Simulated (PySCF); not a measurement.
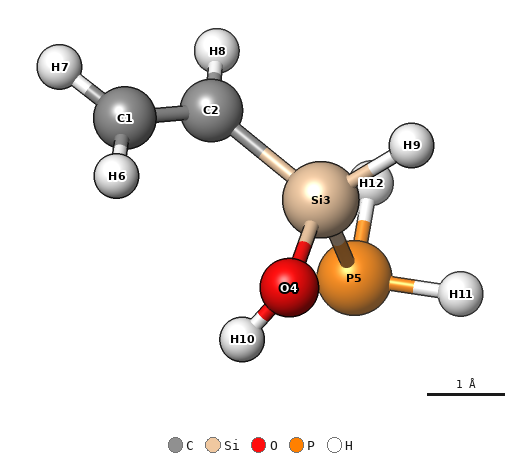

Figure 1. The structure (ball-and-stick view, seen at a tilt; atoms are numbered from 1 in the order of the input).

# Two runs on C2H7OPSi

System: C2H7OPSi.
Method of run 1: GIAO HF/pcSseg-2 NMR shielding, non-relativistic, gas phase (PySCF 2.14.0).

The geometry comes from this level: PBE0-D3(BJ)/def2-SVP. Text and figures count atoms from 1; the logs count them from 0 in places.

Input file, run 1:
```
{"job": {"kind": "nmr", "xc": "HF", "basis": "pcSseg-2", "pop": false}, "charge": 0, "multiplicity": 1}
C     -1.972883    -0.279715    -0.195948
C     -0.937686     0.567254    -0.242244
Si     0.684462     0.160343     0.586653
O      0.627254    -1.372035     1.249337
P      2.290600     0.235311    -1.013545
H     -1.901787    -1.229081     0.347169
H     -2.930902    -0.065613    -0.682897
H     -1.055140     1.511670    -0.790439
H      0.963158     1.074215     1.729064
H      0.657329    -2.098876     0.619546
H      3.343587     0.596062    -0.118888
H      1.987514     1.587846    -1.362439
```

The first line tells a small driver script what to run in PySCF; the rest is the geometry in Å.

Launched with:
```bash
OMP_NUM_THREADS=1 python <driver script> task.json out
```

Hardware: 1 CPU thread, shared host.

Output (run 1):
```
final grid: 95080 points
cycle   1  E = -784.3696597608  dE =  3.579e-01  |g| = 5.874e-01  |ddm| = 2.422e+00
cycle   2  E = -784.4429345281  dE = -7.327e-02  |g| = 3.370e-01  |ddm| = 5.571e-01
cycle   3  E = -784.4635676272  dE = -2.063e-02  |g| = 7.191e-02  |ddm| = 2.075e-01
cycle   4  E = -784.4655163251  dE = -1.949e-03  |g| = 1.431e-02  |ddm| = 1.044e-01
cycle   5  E = -784.4656255734  dE = -1.092e-04  |g| = 4.180e-03  |ddm| = 2.584e-02
cycle   6  E = -784.4656380788  dE = -1.251e-05  |g| = 1.635e-03  |ddm| = 1.162e-02
cycle   7  E = -784.4656397689  dE = -1.690e-06  |g| = 5.331e-04  |ddm| = 4.447e-03
cycle   8  E = -784.4656399591  dE = -1.902e-07  |g| = 1.469e-04  |ddm| = 1.592e-03
cycle   9  E = -784.4656399726  dE = -1.350e-08  |g| = 3.618e-05  |ddm| = 4.589e-04
cycle  10  E = -784.4656399737  dE = -1.120e-09  |g| = 9.382e-06  |ddm| = 1.305e-04
cycle  11  E = -784.4656399738  dE = -6.844e-11  |g| = 2.291e-06  |ddm| = 3.254e-05
converged SCF energy = -784.4656399738

GIAO shielding tensors (ppm)
atom      isotropic    diamagn.    paramagn.     s11        s22        s33       span
  0 C       44.149     250.302    -206.154   -104.717     59.650    177.513    282.229
  1 C       46.705     258.614    -211.910    -90.884     54.501    176.497    267.381
  2 Si     392.612     874.744    -482.132    353.092    383.920    440.824     87.732
  3 O      310.225     387.044     -76.820    279.470    306.360    344.845     65.374
  4 P      586.044     965.350    -379.306    542.607    582.809    632.715     90.108
  5 H       25.330      32.299      -6.970     21.430     23.875     30.684      9.254
  6 H       25.237      29.464      -4.228     21.775     24.363     29.573      7.798
  7 H       25.527      32.504      -6.976     22.851     25.214     28.517      5.665
  8 H       26.523      29.565      -3.042     23.449     24.950     31.170      7.721
  9 H       30.531      32.747      -2.216     22.963     25.194     43.436     20.473
 10 H       29.728      29.503       0.225     25.156     26.830     37.197     12.042
 11 H       30.238      30.919      -0.682     25.370     27.794     37.549     12.180
```

Run 2 used a changed input.

The two runs side by side:

| quantity | run 1 | run 2 |
| --- | --- | --- |
| outcome | converged | converged |
| total energy (hartree) | −784.465640 | −786.567299 |
| HOMO (eV) | −9.83 | −6.14 |
| LUMO (eV) | 2.44 | −1.60 |
| dipole moment (D) | 1.24 | 1.11 |
| shielding of C1 (ppm) | 44.1 | 31.8 |
| shielding of C2 (ppm) | 46.7 | 24.3 |
| shielding of Si3 (ppm) | 392.6 | 315.6 |
| shielding of O4 (ppm) | 310.2 | 284.6 |
| shielding of P5 (ppm) | 586.0 | 531.7 |
| shielding of H8 (ppm) | 25.5 | 25.0 |
| shielding of H9 (ppm) | 26.5 | 25.4 |
| SCF iterations | 11 | 16 |
| basis functions | 292 | 292 |
| wall time (shared host) | 43 s | 81 s |

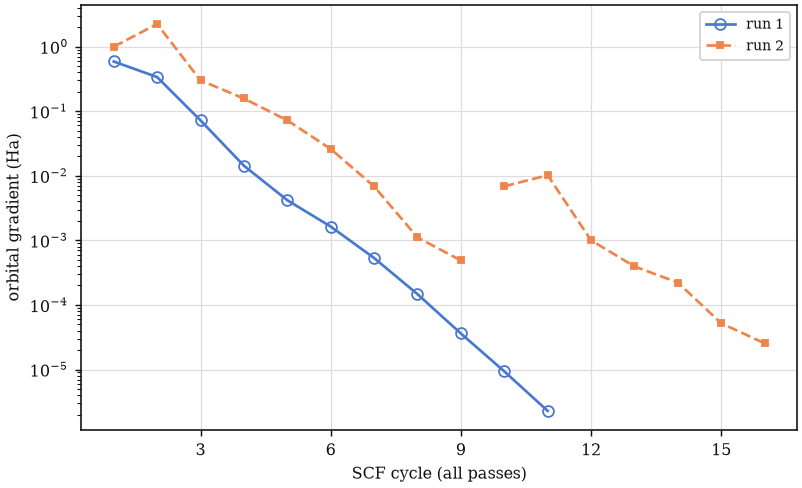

Figure 2. Convergence of the two runs: orbital gradient against the SCF cycle. A break in a curve parts two SCF passes (coarse and final grid). Run 1 takes 11 cycles in all, and run 2 takes 16.

Which change of the input explains these differences?

The change (lines with − go, lines with + come):
```diff
-"xc": "HF"
+"xc": "BLYP"
```

The total energies belong to different methods, so their difference says nothing on which is more stable or more accurate. The HOMO goes from −9.83 to −6.14 eV. The LUMO goes from 2.44 to −1.60 eV. The dipole moment goes from 1.24 to 1.11 D. Of all shieldings, the largest change is that of Si3, by −77.0 ppm. The method changes from HF to BLYP. Exact exchange removes part of the self-interaction error of semilocal functionals, which pushes filled and empty levels apart. The SCF takes 16 iterations against 11.

Output (run 2):
```
coarse grid: 10848 points
cycle   1  E = -786.3702520593  dE =  3.048e-01  |g| = 9.936e-01  |ddm| = 2.481e+00
cycle   2  E = -785.4956116357  dE =  8.746e-01  |g| = 2.236e+00  |ddm| = 3.232e+00
cycle   3  E = -786.5352476444  dE = -1.040e+00  |g| = 2.997e-01  |ddm| = 2.948e+00
cycle   4  E = -786.5521226660  dE = -1.688e-02  |g| = 1.571e-01  |ddm| = 3.745e-01
cycle   5  E = -786.5570344885  dE = -4.912e-03  |g| = 7.198e-02  |ddm| = 1.431e-01
cycle   6  E = -786.5582531531  dE = -1.219e-03  |g| = 2.598e-02  |ddm| = 5.945e-02
cycle   7  E = -786.5584330615  dE = -1.799e-04  |g| = 6.843e-03  |ddm| = 2.767e-02
cycle   8  E = -786.5584453128  dE = -1.225e-05  |g| = 1.110e-03  |ddm| = 7.833e-03
cycle   9  E = -786.5584455232  dE = -2.103e-07  |g| = 4.881e-04  |ddm| = 1.890e-03
final grid: 95080 points
cycle  10  E = -786.5672876890  dE = -8.021e-05  |g| = 6.861e-03  |ddm| = 4.687e-02
cycle  11  E = -786.5672704188  dE =  1.727e-05  |g| = 1.017e-02  |ddm| = 1.296e-02
cycle  12  E = -786.5672988957  dE = -2.848e-05  |g| = 1.003e-03  |ddm| = 9.012e-03
cycle  13  E = -786.5672991174  dE = -2.218e-07  |g| = 3.944e-04  |ddm| = 1.357e-03
cycle  14  E = -786.5672991433  dE = -2.585e-08  |g| = 2.225e-04  |ddm| = 3.898e-04
cycle  15  E = -786.5672991564  dE = -1.309e-08  |g| = 5.200e-05  |ddm| = 1.899e-04
cycle  16  E = -786.5672991570  dE = -5.923e-10  |g| = 2.548e-05  |ddm| = 5.247e-05
converged SCF energy = -786.5672991570

GIAO shielding tensors (ppm)
atom      isotropic    diamagn.    paramagn.     s11        s22        s33       span
  0 C       31.800     250.399    -218.599    -93.028     27.421    161.007    254.035
  1 C       24.303     257.454    -233.151    -96.423     19.334    149.997    246.420
  2 Si     315.650     877.867    -562.217    257.578    304.631    384.740    127.162
  3 O      284.613     384.207     -99.594    250.242    284.821    318.775     68.533
  4 P      531.733     967.096    -435.364    481.621    548.323    565.253     83.632
  5 H       25.166      31.992      -6.826     21.330     24.337     29.830      8.500
  6 H       24.990      29.906      -4.916     22.036     24.776     28.157      6.121
  7 H       24.968      32.370      -7.403     21.630     25.234     28.040      6.410
  8 H       25.380      29.321      -3.941     22.422     24.179     29.538      7.116
  9 H       30.953      32.940      -1.987     24.420     26.429     42.010     17.590
 10 H       29.363      28.990       0.373     25.181     26.817     36.091     10.910
 11 H       29.842      30.207      -0.365     25.354     27.618     36.554     11.200
```
